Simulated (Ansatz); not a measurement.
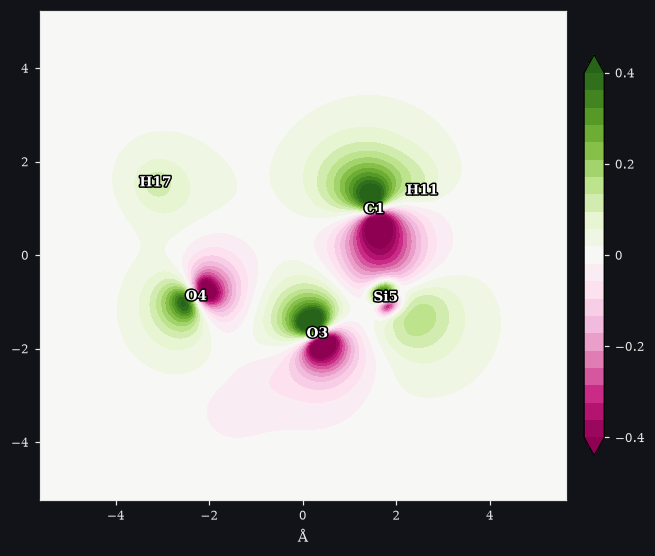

The picture shows: CH11BO2Si3 (SMILES BC[SiH2]O[SiH2]O[SiH3]). The HOMO−1 on the plane of atoms Si5, C1 and H11 (values in Å⁻³ᐟ²; the overall sign is arbitrary).

Geometry: r2SCAN-D4/def2-SVP.

All numbers below come from isolated molecule in a Gaussian basis; Kohn-Sham density functional theory, functional PBE0 (Ansatz 0.2.0).

The calculation's input:

```
crystal:
  periodic: [false, false, false]
  atoms:
    - symbol: C
      position_ang: [-2.106510, -1.984817, 0.738847]
    - symbol: B
      position_ang: [-2.170356, -0.538038, 0.223800]
    - symbol: O
      position_ang: [0.192329, -1.318313, 2.424452]
    - symbol: O
      position_ang: [1.779237, -0.297473, 0.478151]
    - symbol: Si
      position_ang: [-1.347316, -1.937511, 2.473305]
    - symbol: Si
      position_ang: [1.159213, -0.049408, 1.983744]
    - symbol: Si
      position_ang: [1.720053, -1.016122, -1.014740]
    - symbol: H
      position_ang: [-1.206346, -0.028838, -0.307031]
    - symbol: H
      position_ang: [-3.146608, 0.151868, 0.408631]
    - symbol: H
      position_ang: [-1.426797, -2.647604, 0.175381]
    - symbol: H
      position_ang: [-3.086842, -2.470709, 0.889809]
    - symbol: H
      position_ang: [-2.195085, -1.116281, 3.387476]
    - symbol: H
      position_ang: [-1.267246, -3.331019, 2.992118]
    - symbol: H
      position_ang: [2.288265, 0.023002, 2.943190]
    - symbol: H
      position_ang: [0.356276, 1.206352, 1.984639]
    - symbol: H
      position_ang: [0.847844, -2.228966, -0.976948]
    - symbol: H
      position_ang: [1.188641, -0.058594, -2.026126]
    - symbol: H
      position_ang: [3.099827, -1.424346, -1.402939]
basis:
  gaussian:
    orbitals: def2-SVPD
output: {forces: true, orbitals: {seedname: orbitals}}
hamiltonian:
  xc: {name: PBE0}
```

Run with:

```sh
ansatz run input.yaml --threads 4 --pin off --max-ram 7830MiB --events-out events.jsonl --progress --plain --runs-dir runs
```

Q: Where does this orbital lie, and at what energy?

A: Its weight (Hirshfeld) is mainly on C1 (about 25 %), O3 (about 15 %), Si5 (about 15 %), O4 (about 10 %) and B2 (about 10 %). Its energy is −8.80 eV.
